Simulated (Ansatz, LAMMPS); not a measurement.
# Relaxing aqueous Li+ and SO4 2-, 1.0 mol of salt per kg of water, from a frame at 300 K (172 atoms), part 2 of 3

How does aqueous Li+ and SO4 2-, 1.0 mol of salt per kg of water, from a frame at 300 K (172 atoms) relax, and what do bonds, charges and levels look like afterwards?

Ansatz 0.2.0; Kohn-Sham DFT, PBE+D3(BJ), PAW (set soft_2), plane waves.

The cell: 59 O, 1 S, 110 H and 2 Li. The network of contacts between molecules at the start is that of the classical potential that made the cell. The density was typed from a rule of thumb and may lie off the real one at this temperature. Only the Γ point is sampled, in a cell whose shortest periodic width is 12 Å.

So far. Step 3 (Single point at the start): The r.m.s. force component of 0.58 eV/Å and the pressure of -2.1 GPa set the starting point.

### Step 4. Relaxation

With the cell held, the atoms are moved downhill towards a nearby minimum.

Input file input.yaml:

```yaml
crystal:
  lattice:
    - [11.87697, 0.0, 0.0]
    - [0.0, 11.87697, 0.0]
    - [0.0, 0.0, 11.87697]
  atoms:
    [... the 172 atom lines of step 3 ...]
kpoints:
  mp_grid: { grid: [1, 1, 1] }
hamiltonian:
  xc: pbe
  dispersion: d3bj
scf:
  occupations: { method: fixed }
output:
  forces: true
relax:
  f_tol: 0.05
  max_steps: 200
```

Run with:

```
> ansatz run input.yaml --threads 4 --pin off --max-ram 8192MiB --backend cpu --events-out ev --progress --plain --runs-dir out
```

Numbers of over 12 decimals in the logs are rounded to 6 here.

Log:

```text
[...]
Crystal: 172 atoms, lattice volume = 1675.394 Å³
Basis set: ecut = 420 eV, 32675 PW (Γ), exchange–correlation on 160×160×160 points (8 copies of the dense FFT grid, shifted against one another)
Bands: 410, of which v1, the nominal top of the filled ones, is band 238 counted from 1 (237 counted from 0)
Symmetry: 1 space group operations
[...]
k-points: 1
[...]
SCF iter   1: F=—  HF=-36566.108063 eV  |F-HF|=—  |Δ(HF+E_count)|=         —  Δρ=2.93e-3  dr2=1.48e-1  ethr=1.77e-3  ⟨swp⟩=5.0  Hψ=1296  notcnv=0  defer=169
[...]
SCF iter   3: F=—  HF=-36565.995810 eV  |F-HF|=—  |Δ(HF+E_count)|=   2.16e-2  Δρ=6.18e-4  dr2=7.71e-3  ethr=6.43e-6  ⟨swp⟩=2.0  Hψ=483  notcnv=0  defer=70
automatic band count: iteration 3 solves 310 bands in place of 410: the levels show a gap, and the empty bands left out lie too high to hold charge; the band table lists the bands solved (type scf.n_extra_bands for more)
SCF iter   4: F=—  HF=-36565.993233 eV  |F-HF|=—  |Δ(HF+E_count)|=   2.58e-3  Δρ=1.72e-4  dr2=5.90e-4  ethr=1.62e-6  ⟨swp⟩=2.0  Hψ=483  notcnv=0  defer=70
[...]
SCF iter   6: F=-36565.993294 eV  HF=-36565.993310 eV  |F-HF|=1.60e-5  |Δ(HF+E_count)|=   2.11e-6  Δρ=4.28e-5  dr2=2.51e-5  ethr=1.31e-8  ⟨swp⟩=3.0  Hψ=1217  notcnv=0
SCF 1 converged in 6 iterations: F = -36565.993294 eV  dr2 = 2.51e-5
[...]
relax step   1: F+E_penalty+E_count = -36565.99329388 eV  Δ(F+E_penalty+E_count) = +0.000e0 eV  max|allowed force component| = 2.361e0 eV/Å  Δτ_max = 0.0000 Å  (6 SCF iters, dr2 threshold 6.25e-5 eV, accepted)
[... from here on, the SCF cycles and remarks between the steps are left out ...]
relax step   2: F+E_penalty+E_count = -36570.40054978 eV  Δ(F+E_penalty+E_count) = -4.407e0 eV  max|allowed force component| = 1.413e0 eV/Å  Δτ_max = 0.1949 Å  (7 SCF iters, dr2 threshold 1.00e-4 eV, accepted)
relax step   3: F+E_penalty+E_count = -36572.36337663 eV  Δ(F+E_penalty+E_count) = -1.963e0 eV  max|allowed force component| = 1.765e0 eV/Å  Δτ_max = 0.1947 Å  (6 SCF iters, dr2 threshold 1.00e-4 eV, accepted)
relax step   4: F+E_penalty+E_count = -36573.41978222 eV  Δ(F+E_penalty+E_count) = -1.056e0 eV  max|allowed force component| = 1.649e0 eV/Å  Δτ_max = 0.1975 Å  (7 SCF iters, dr2 threshold 1.00e-4 eV, accepted)
relax step   5: F+E_penalty+E_count = -36574.05692152 eV  Δ(F+E_penalty+E_count) = -6.371e-1 eV  max|allowed force component| = 1.464e0 eV/Å  Δτ_max = 0.2000 Å  (6 SCF iters, dr2 threshold 1.00e-4 eV, accepted)
relax step   6: F+E_penalty+E_count = -36574.70697073 eV  Δ(F+E_penalty+E_count) = -6.500e-1 eV  max|allowed force component| = 8.658e-1 eV/Å  Δτ_max = 0.1950 Å  (6 SCF iters, dr2 threshold 1.00e-4 eV, accepted)
relax step   7: F+E_penalty+E_count = -36575.09575346 eV  Δ(F+E_penalty+E_count) = -3.888e-1 eV  max|allowed force component| = 5.502e-1 eV/Å  Δτ_max = 0.2000 Å  (6 SCF iters, dr2 threshold 1.00e-4 eV, accepted)
relax step   8: F+E_penalty+E_count = -36575.38845323 eV  Δ(F+E_penalty+E_count) = -2.927e-1 eV  max|allowed force component| = 3.984e-1 eV/Å  Δτ_max = 0.1955 Å  (6 SCF iters, dr2 threshold 1.00e-4 eV, accepted)
relax step   9: F+E_penalty+E_count = -36575.57014748 eV  Δ(F+E_penalty+E_count) = -1.817e-1 eV  max|allowed force component| = 3.601e-1 eV/Å  Δτ_max = 0.1969 Å  (6 SCF iters, dr2 threshold 6.41e-5 eV, accepted)
relax step  10: F+E_penalty+E_count = -36575.69688521 eV  Δ(F+E_penalty+E_count) = -1.267e-1 eV  max|allowed force component| = 7.450e-1 eV/Å  Δτ_max = 0.1953 Å  (6 SCF iters, dr2 threshold 6.80e-5 eV, accepted)
relax step  11: F+E_penalty+E_count = -36575.87419262 eV  Δ(F+E_penalty+E_count) = -1.773e-1 eV  max|allowed force component| = 5.336e-1 eV/Å  Δτ_max = 0.2000 Å  (6 SCF iters, dr2 threshold 1.00e-4 eV, accepted)
relax step  12: F+E_penalty+E_count = -36576.00807550 eV  Δ(F+E_penalty+E_count) = -1.339e-1 eV  max|allowed force component| = 2.215e-1 eV/Å  Δτ_max = 0.1951 Å  (6 SCF iters, dr2 threshold 1.00e-4 eV, accepted)
relax step  13: F+E_penalty+E_count = -36576.10008040 eV  Δ(F+E_penalty+E_count) = -9.200e-2 eV  max|allowed force component| = 2.831e-1 eV/Å  Δτ_max = 0.1965 Å  (7 SCF iters, dr2 threshold 8.45e-6 eV, accepted)
relax step  14: F+E_penalty+E_count = -36576.18354699 eV  Δ(F+E_penalty+E_count) = -8.347e-2 eV  max|allowed force component| = 2.615e-1 eV/Å  Δτ_max = 0.1991 Å  (7 SCF iters, dr2 threshold 1.38e-5 eV, accepted)
relax step  15: F+E_penalty+E_count = -36576.24680824 eV  Δ(F+E_penalty+E_count) = -6.326e-2 eV  max|allowed force component| = 2.223e-1 eV/Å  Δτ_max = 0.1953 Å  (6 SCF iters, dr2 threshold 5.84e-5 eV, accepted)
relax step  16: F+E_penalty+E_count = -36576.28724899 eV  Δ(F+E_penalty+E_count) = -4.044e-2 eV  max|allowed force component| = 1.135e-1 eV/Å  Δτ_max = 0.1673 Å  (7 SCF iters, dr2 threshold 3.57e-5 eV, accepted)
relax step  17: F+E_penalty+E_count = -36576.32585837 eV  Δ(F+E_penalty+E_count) = -3.861e-2 eV  max|allowed force component| = 3.134e-1 eV/Å  Δτ_max = 0.1948 Å  (7 SCF iters, dr2 threshold 3.36e-6 eV, accepted)
relax step  18: F+E_penalty+E_count = -36576.36577244 eV  Δ(F+E_penalty+E_count) = -3.991e-2 eV  max|allowed force component| = 1.857e-1 eV/Å  Δτ_max = 0.1952 Å  (7 SCF iters, dr2 threshold 2.56e-5 eV, accepted)
relax step  19: F+E_penalty+E_count = -36576.40597988 eV  Δ(F+E_penalty+E_count) = -4.021e-2 eV  max|allowed force component| = 2.248e-1 eV/Å  Δτ_max = 0.1868 Å  (7 SCF iters, dr2 threshold 1.21e-5 eV, accepted)
relax step  20: F+E_penalty+E_count = -36576.45714955 eV  Δ(F+E_penalty+E_count) = -5.117e-2 eV  max|allowed force component| = 4.570e-1 eV/Å  Δτ_max = 0.1941 Å  (7 SCF iters, dr2 threshold 1.77e-5 eV, accepted)
relax step  21: F+E_penalty+E_count = -36576.53570468 eV  Δ(F+E_penalty+E_count) = -7.856e-2 eV  max|allowed force component| = 3.165e-1 eV/Å  Δτ_max = 0.1938 Å  (6 SCF iters, dr2 threshold 1.00e-4 eV, accepted)
relax step  22: F+E_penalty+E_count = -36576.61740694 eV  Δ(F+E_penalty+E_count) = -8.170e-2 eV  max|allowed force component| = 8.614e-1 eV/Å  Δτ_max = 0.1950 Å  (6 SCF iters, dr2 threshold 4.80e-5 eV, accepted)
relax step  23: F+E_penalty+E_count = -36576.71829055 eV  Δ(F+E_penalty+E_count) = -1.009e-1 eV  max|allowed force component| = 2.712e-1 eV/Å  Δτ_max = 0.1977 Å  (5 SCF iters, dr2 threshold 1.00e-4 eV, accepted)
relax step  24: F+E_penalty+E_count = -36576.81278021 eV  Δ(F+E_penalty+E_count) = -9.449e-2 eV  max|allowed force component| = 2.051e-1 eV/Å  Δτ_max = 0.2000 Å  (7 SCF iters, dr2 threshold 7.29e-6 eV, accepted)
[...]
relax step  29: F+E_penalty+E_count = -36577.03174280 eV  Δ(F+E_penalty+E_count) = -4.705e-2 eV  max|allowed force component| = 1.321e-1 eV/Å  Δτ_max = 0.1937 Å  (9 SCF iters, accepted)
relax step  30: F+E_penalty+E_count = -36577.08767058 eV  Δ(F+E_penalty+E_count) = -5.593e-2 eV  max|allowed force component| = 1.235e-1 eV/Å  Δτ_max = 0.1940 Å  (10 SCF iters, accepted)
relax step  31: F+E_penalty+E_count = -36577.14690527 eV  Δ(F+E_penalty+E_count) = -5.923e-2 eV  max|allowed force component| = 1.995e-1 eV/Å  Δτ_max = 0.1940 Å  (7 SCF iters, dr2 threshold 1.33e-5 eV, accepted)
relax step  32: F+E_penalty+E_count = -36577.19721324 eV  Δ(F+E_penalty+E_count) = -5.031e-2 eV  max|allowed force component| = 3.091e-1 eV/Å  Δτ_max = 0.1933 Å  (6 SCF iters, dr2 threshold 3.48e-5 eV, accepted)
relax step  33: F+E_penalty+E_count = -36577.23218655 eV  Δ(F+E_penalty+E_count) = -3.497e-2 eV  max|allowed force component| = 2.486e-1 eV/Å  Δτ_max = 0.1931 Å  (6 SCF iters, dr2 threshold 9.55e-5 eV, accepted)
relax step  34: F+E_penalty+E_count = -36577.26766959 eV  Δ(F+E_penalty+E_count) = -3.548e-2 eV  max|allowed force component| = 1.513e-1 eV/Å  Δτ_max = 0.2000 Å  (6 SCF iters, dr2 threshold 4.00e-5 eV, accepted)
relax step  35: F+E_penalty+E_count = -36577.28996111 eV  Δ(F+E_penalty+E_count) = -2.229e-2 eV  max|allowed force component| = 5.486e-1 eV/Å  Δτ_max = 0.1976 Å  (7 SCF iters, dr2 threshold 8.47e-6 eV, accepted)
relax step  36: F+E_penalty+E_count = -36577.30752887 eV  Δ(F+E_penalty+E_count) = -1.757e-2 eV  max|allowed force component| = 3.103e-1 eV/Å  Δτ_max = 0.1251 Å  (5 SCF iters, dr2 threshold 1.00e-4 eV, accepted)
relax step  37: F+E_penalty+E_count = -36577.31685252 eV  Δ(F+E_penalty+E_count) = -9.324e-3 eV  max|allowed force component| = 1.691e-1 eV/Å  Δτ_max = 0.0918 Å  (5 SCF iters, dr2 threshold 3.08e-5 eV, accepted)
relax step  38: F+E_penalty+E_count = -36577.32360672 eV  Δ(F+E_penalty+E_count) = -6.754e-3 eV  max|allowed force component| = 6.235e-2 eV/Å  Δτ_max = 0.0566 Å  (6 SCF iters, dr2 threshold 8.50e-6 eV, accepted)
relax step  39: F+E_penalty+E_count = -36577.32623348 eV  Δ(F+E_penalty+E_count) = -2.627e-3 eV  max|allowed force component| = 3.575e-2 eV/Å  Δτ_max = 0.0349 Å  (8 SCF iters, accepted)
SCF converged after 8 iterations
Free energy (F): -36577.326233 eV
[...]
Internal energy: -36577.326233 eV  (E = F + TS)
E sigma→0 (E₀):  -36577.326233 eV
Fermi energy:    -1.966662 eV
[...]
--- Forces (eV/Å), atoms counted from 1 ---
  atom   1  O      0.00493043     0.00925217     0.00077286
  atom   2  S     -0.00154879     0.00794515    -0.01167276
  atom   3  O      0.00063536    -0.00269508     0.00277129
  atom   4  O      0.01152880    -0.00683651     0.00517859
  atom   5  O     -0.00940094     0.00474407     0.00720334
  atom   6  O     -0.01652001     0.00059044    -0.00533477
  atom   7  H      0.00846427     0.00878179     0.00812834
  atom   8  H     -0.00413077    -0.00596366     0.00450022
  atom   9  O     -0.01104100     0.01152507     0.00862577
  atom  10  H      0.00446064    -0.00783594    -0.00514705
  atom  11  H      0.00579513    -0.00320112    -0.00398039
  atom  12  O      0.01276239     0.01561501     0.02308620
  atom  13  H     -0.01818857     0.00082201    -0.01702944
  atom  14  H      0.00993915    -0.02067863    -0.00037363
[...]
atom 171  Li    -0.00611584     0.00328422     0.00795959
  atom 172  Li    -0.00575218     0.00520661    -0.00164590
  max |Σ_I F_I| component: 4.53e-5 eV/Å
--- Relaxed structure (39 steps of the walk, 39 accepted, 0 SCFs on fresh bases) ---
  F+E_penalty+E_count = -36577.32623348 eV   max|allowed force component| = 3.575e-2 eV/Å
  atoms:
    - { symbol: O, position: [-0.0047039, 0.986601, 0.429498] }
    - { symbol: S, position: [0.086786, 0.073392, 0.421212] }
    - { symbol: O, position: [0.164194, 0.063264, 0.518805] }
    - { symbol: O, position: [0.033371, 0.189247, 0.419745] }
[...]
- { symbol: Li, position: [0.125582, 0.032111, 0.151774] }
```

The job ended after 7.4 min (4 threads of Arm Neoverse V2, shared host; peak memory 1.9 GiB).

The steps of the relaxation (22 of 39):

| step | energy less that of the first step (eV) | largest force component (eV/Å) |
| --- | --- | --- |
| 1 | 0.0000 | 2.3612 |
| 3 | -6.3701 | 1.7652 |
| 5 | -8.0636 | 1.4636 |
| 6 | -8.7137 | 0.8658 |
| 8 | -9.3952 | 0.3984 |
| 10 | -9.7036 | 0.7450 |
| 12 | -10.0148 | 0.2215 |
| 14 | -10.1903 | 0.2615 |
| 15 | -10.2535 | 0.2223 |
| 17 | -10.3326 | 0.3134 |
| 19 | -10.4127 | 0.2248 |
| 21 | -10.5424 | 0.3165 |
| 23 | -10.7250 | 0.2712 |
| 25 | -10.8846 | 0.1795 |
| 26 | -10.9164 | 0.2015 |
| 28 | -10.9914 | 0.0831 |
| 30 | -11.0944 | 0.1235 |
| 32 | -11.2039 | 0.3091 |
| 34 | -11.2744 | 0.1513 |
| 35 | -11.2967 | 0.5486 |
| 37 | -11.3236 | 0.1691 |
| 39 | -11.3329 | 0.0358 |

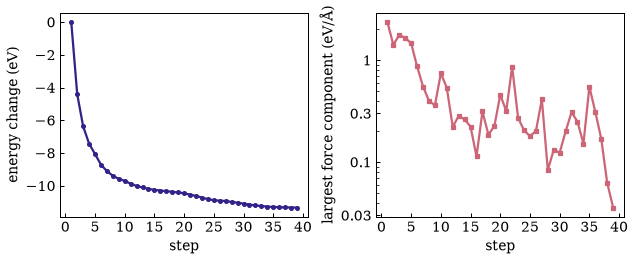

Energy and largest force along the relaxation.

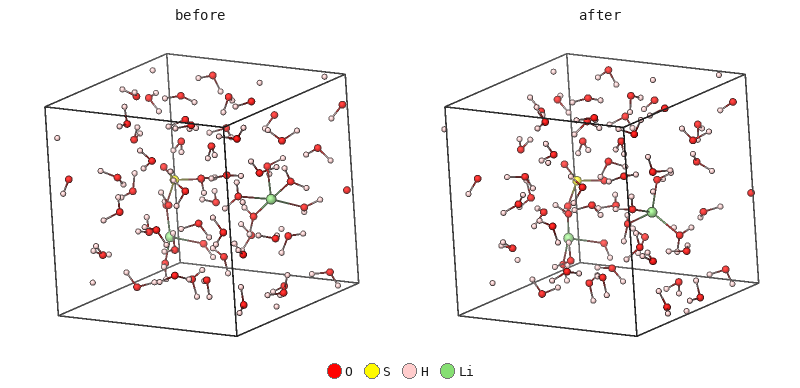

The structure before and after the relaxation, drawn at the same scale. Bonds to atoms that aren't drawn are left out.

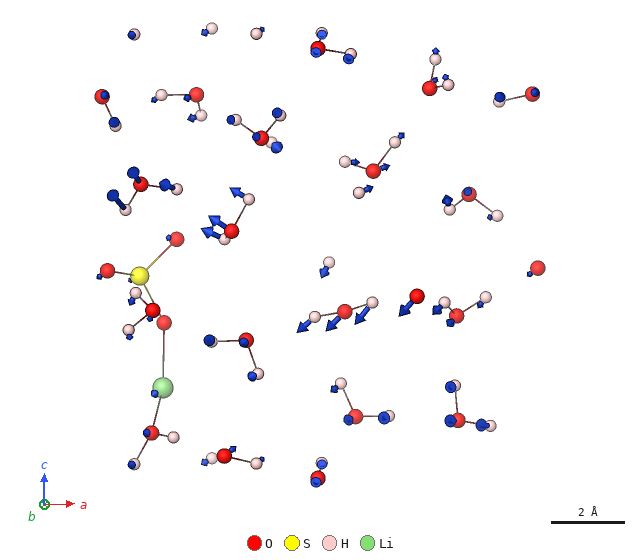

Displacements in the relaxation, scaled; the longest in the cell stands for 3.07 Å. Drawn is a slice 4 Å thick, seen along the normal of the ac plane. Bonds to atoms that aren't drawn are left out.

The atoms that moved most (Å):

| atom | dx | dy | dz | length |
| --- | --- | --- | --- | --- |
| H107 | -1.104 | -2.558 | 1.290 | 3.070 |
| O105 | -0.667 | -1.704 | 1.004 | 2.087 |
| H143 | -1.564 | 0.379 | -1.243 | 2.033 |
| O6 | 0.534 | 1.596 | 0.402 | 1.731 |
| H106 | -1.031 | -1.223 | 0.459 | 1.664 |
| H7 | 0.529 | 1.563 | 0.170 | 1.659 |
| H52 | 0.710 | -0.817 | 1.195 | 1.613 |
| H121 | -0.643 | 1.436 | -0.059 | 1.574 |

The relaxation changed the energy by -65.9 meV/atom, and atoms moved by 0.91 Å r.m.s., 3.1 Å at most.

### Step 5. Distances and neighbours after relaxation

Bonds before and after, by the cutoffs listed below:

| pair | bonds before | bonds after | mean before (Å) | mean after (Å) | spread before (Å) | spread after (Å) |
| --- | --- | --- | --- | --- | --- | --- |
| H-O | 110 | 110 | 1.000 | 0.994 | 0.000 | 0.008 |
| O-Li | 9 | 8 | 2.051 | 1.995 | 0.130 | 0.047 |
| O-S | 4 | 4 | 1.451 | 1.500 | 0.016 | 0.011 |

Density 1.09 g/cm³, 9.741 Å³ an atom.

g(r), total and by pair (bins of 0.2 Å):

| r (Å) | total | H-H | H-O | H-Li | H-S | O-O | O-Li |
| --- | --- | --- | --- | --- | --- | --- | --- |
| 0.90 | 4.32 | 0.00 | 9.85 | 0.00 | 0.00 | 0.00 | 0.00 |
| 1.10 | 0.81 | 0.00 | 1.85 | 0.00 | 0.00 | 0.00 | 0.00 |
| 1.30 | 0.00 | 0.00 | 0.00 | 0.00 | 0.00 | 0.00 | 0.00 |
| 1.50 | 0.84 | 1.80 | 0.04 | 0.00 | 0.00 | 0.00 | 0.00 |
| 1.70 | 1.40 | 0.62 | 2.60 | 0.00 | 0.00 | 0.00 | 0.00 |
| 1.90 | 0.42 | 0.03 | 0.79 | 0.00 | 0.00 | 0.00 | 7.30 |
| 2.10 | 0.61 | 1.30 | 0.10 | 0.00 | 0.00 | 0.00 | 4.00 |
| 2.30 | 0.82 | 1.97 | 0.02 | 0.56 | 0.00 | 0.00 | 0.00 |
| 2.50 | 0.60 | 1.18 | 0.00 | 4.38 | 0.92 | 0.38 | 0.00 |
| 2.70 | 0.77 | 0.48 | 0.06 | 1.27 | 1.60 | 4.42 | 0.00 |
| 2.90 | 0.73 | 0.43 | 0.88 | 1.09 | 3.59 | 1.06 | 0.00 |
| 3.10 | 1.04 | 0.65 | 1.69 | 0.33 | 0.66 | 0.24 | 0.00 |
| 3.30 | 1.23 | 0.76 | 1.82 | 0.83 | 0.00 | 0.81 | 1.04 |
| 3.50 | 1.08 | 1.14 | 1.20 | 0.75 | 1.00 | 0.44 | 0.00 |
| 3.70 | 1.14 | 1.27 | 1.10 | 0.43 | 0.87 | 0.81 | 2.04 |
| 3.90 | 1.17 | 1.33 | 0.97 | 1.21 | 0.40 | 1.25 | 2.25 |
| 4.10 | 1.05 | 0.95 | 1.07 | 1.45 | 0.00 | 1.33 | 1.99 |
| 4.30 | 1.02 | 1.12 | 0.88 | 1.32 | 1.30 | 1.19 | 1.21 |
| 4.50 | 0.96 | 1.14 | 0.77 | 1.33 | 1.52 | 1.02 | 0.84 |
| 4.70 | 1.02 | 1.02 | 0.95 | 1.10 | 1.93 | 1.25 | 1.03 |
| 4.90 | 0.98 | 0.90 | 1.04 | 1.03 | 1.25 | 1.11 | 0.00 |
| 5.10 | 0.97 | 0.88 | 1.11 | 0.59 | 1.40 | 0.81 | 0.22 |
| 5.30 | 0.92 | 0.84 | 1.00 | 0.44 | 1.08 | 0.83 | 1.81 |
| 5.50 | 0.97 | 0.98 | 1.02 | 0.90 | 0.61 | 0.75 | 0.95 |
| 5.70 | 0.95 | 1.03 | 0.92 | 0.84 | 0.38 | 0.90 | 0.70 |

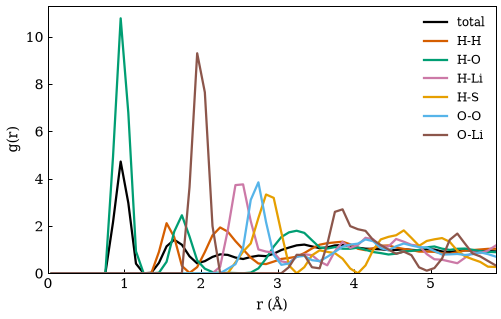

Pair distribution functions, lightly smoothed.

Bonds by pair of elements; cutoffs follow the first minimum of g(r), held within bounds set by covalent radii, and pairs that aren't listed don't count as bonded:

| pair A-B | cutoff (Å) | bonds | mean length (Å) | spread (Å) | shortest (Å) | B about A | A about B |
| --- | --- | --- | --- | --- | --- | --- | --- |
| H-O | 1.21 | 110 | 0.994 | 0.008 | 0.972 | 1 | 1.86 |
| O-Li | 2.48 | 8 | 2.00 | 0.047 | 1.94 | 0.136 | 4 |
| O-S | 1.93 | 4 | 1.5 | 0.011 | 1.48 | 0.068 | 4 |

How many atoms have how many bonded neighbours:

| element | mean | 1 | 2 | 3 | 4 |
| --- | --- | --- | --- | --- | --- |
| H | 1 | 110 | 0 | 0 | 0 |
| Li | 4 | 0 | 0 | 0 | 2 |
| O | 2.07 | 3 | 49 | 7 | 0 |
| S | 4 | 0 | 0 | 0 | 1 |

Bond angles (no mean is given where the spread exceeds 20°):

| angle | count | mean (°) | spread (°) |
| --- | --- | --- | --- |
| H-O-H | 55 | 106 | 2.7 |
| H-O-Li | 14 | 114 | 10.5 |
| O-Li-O | 12 | 109 | 8.4 |
| O-S-O | 6 | 110 | 0.6 |
| Li-O-S | 1 | 141 | 0 |

Hydrogen bonds between water molecules (O–O under 3.5 Å, H–O···O angle under 30°):

| hydrogen bonds to other water | molecules |
| --- | --- |
| 0 | 0 |
| 1 | 0 |
| 2 | 4 |
| 3 | 16 |
| 4 | 33 |
| 5 | 2 |

First shells of the ions:

| ion | count | shell | mean number |
| --- | --- | --- | --- |
| Li | 2 | water O within 2.7 A | 3.5 |

Bond length by coordination (bonds to H left out):

| element | coordination | atoms | mean bond length (Å) |
| --- | --- | --- | --- |
| O | 1 | 3 | 1.5 |
| O | 2 | 1 | 1.73 |
| O | 3 | 7 | 2.00 |

With the cutoffs above, all H atoms have 1, all Li atoms have 4, 83 % of O atoms have 2 and all S atoms have 4 bonded neighbours. The H-O-H angle averages 106° with a spread of 3°. The 55 water molecules hold 3.6 hydrogen bonds each to other water on average, with a mean O–O distance of 2.75 Å. Ion shells in this frame: Li 3.5 (water O within 2.7 Å).

[end of part 2 of 3]

[Logs are printed without paths, hosts, clocks, repeated set-up lines and the standing remarks that a program may print on its own settings, such as how far it seeks lower states.]

[Hosts, paths, dates, database ids (printed as entryN), source tags and the programs' standing remarks are cut or masked in the printed files.]
